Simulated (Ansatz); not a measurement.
The reference is BeS in the zinc blende structure (space group F-43m, No. 216; a = 4.838 Å).

It is then changed as follows: a negative pressure, −2 GPa.

All numbers come from PBEsol in Ansatz (plane waves to 420 eV, PAW, scalar-relativistic without spin-orbit coupling).

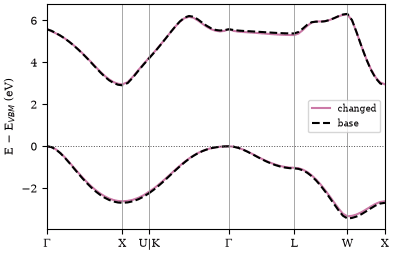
Figure: Highest valence and lowest conduction band along the path, each from its own valence-band maximum

Question: From the figure, how large is the changed gap, and is it direct?

Answer: About 3.0 eV, indirect, Γ → X.

Load acts through the strain it causes; cell and atoms are relaxed under it. Stability against distortions was not tested.

Ansatz is an electronic-structure program.
